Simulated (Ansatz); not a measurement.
# Gd under a change: 6 layers

Base system: Gd in the hcp (Mg type) structure (space group P6_3/mmc, No. 194; a = 3.639 Å, c = 5.909 Å; ferromagnetic). Axes: x lies along a and z along c of the hexagonal cell.

The change: a free-standing slab of 6 layers (6 atoms, 1 a layer) is cut normal to the z axis, with 15 Å of vacuum and the in-plane cell held at bulk.

All numbers come from Ansatz (a quantum-chemistry and plane-wave program) r2SCAN, no spin-orbit coupling. Γ-centred 15×15×1 mesh, Fermi–Dirac width 0.05 eV, for the changed cell.

Layer's space group (with vacuum): P-3m1 (No. 164)
Shortest interatomic distance: 3.550 Å (base 3.626 Å)
Band gap: zero (base zero)
Magnetic state: ferromagnetic (base ferromagnetic)
Largest site moment: 7.83 μB (base 7.59 μB)
Excess energy per area of both faces (slab less bulk energy over the cell's area: twice a surface energy): 1.8 J/m² (uncertain by up to 0.08 J/m²)
Thickness between the outermost nuclei: 14.63 Å
Change of the spacing d12 from its bulk value of 2.955 Å: -3.2 %
Change of the spacing d23 from its bulk value of 2.955 Å: +1.2 %

Final structure:

```xyz
6
Lattice="3.6392 0.0000 0.0000 1.8196 3.1517 0.0000 0.0000 0.0000 29.7730" Properties=species:S:1:pos:R:3 pbc="T T T"
Gd     1.8196     1.0506     7.5723
Gd     3.6392     2.1011    10.4332
Gd     1.8196     1.0506    13.4237
Gd     3.6392     2.1011    16.3493
Gd     1.8196     1.0506    19.3398
Gd     3.6392     2.1011    22.2007
```

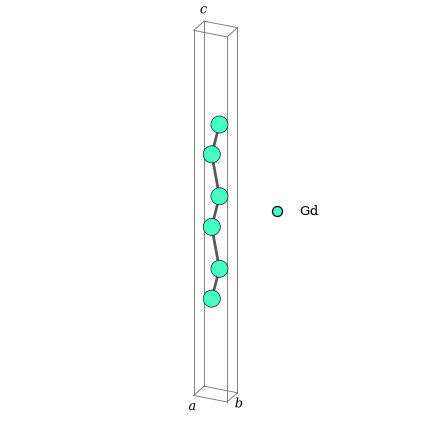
Fig. 1. The relaxed cell after the change

The magnetic state is the one reached from the starting moments; the real material's order can differ, and small cells can't hold many antiferromagnetic ones. The state of the 4f shell was not checked for lower solutions. The excess energy carries the mismatch between the slab's and the bulk's meshes. Whether these cells are dynamically stable was not tested.
